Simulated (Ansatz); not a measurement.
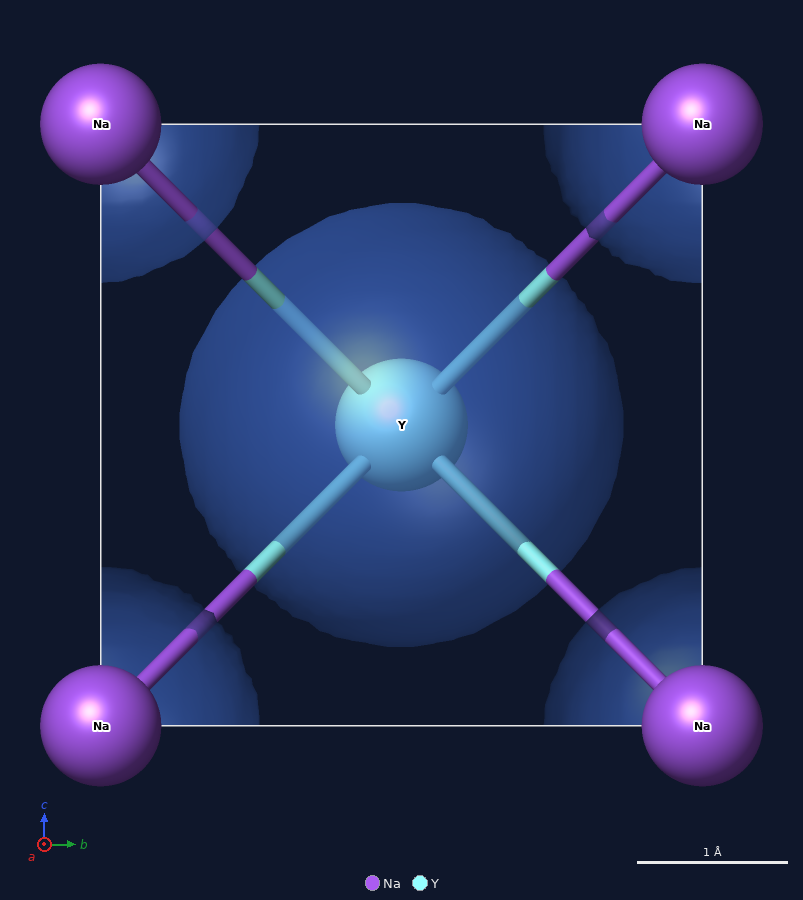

The picture shows: NaY. Isosurface of the valence electron density at 0.1 e/Å³ (blue), seen along the a axis. Sticks mark near contacts.

Space group Pm-3m; a structure generated by program, which may or may not match a known phase.

All numbers below come from Ansatz, DFT PBE, scalar-relativistic, plane waves, PAW.

The density is the valence pseudo-density of a PAW calculation; it isn't the true density close to the nuclei.

How is the density connected at this value?

Answer. At this value the density breaks into separate islands; it holds about 85 % of the electrons treated as valence (semicore included). It bridges none of the near contacts. It is pinched off along the sampled Na–Y (3.47 Å) contacts. On the grid the lowest density along these lines, outside the cores, is 0.06 e/Å³ (Na–Y, 3.47 Å).
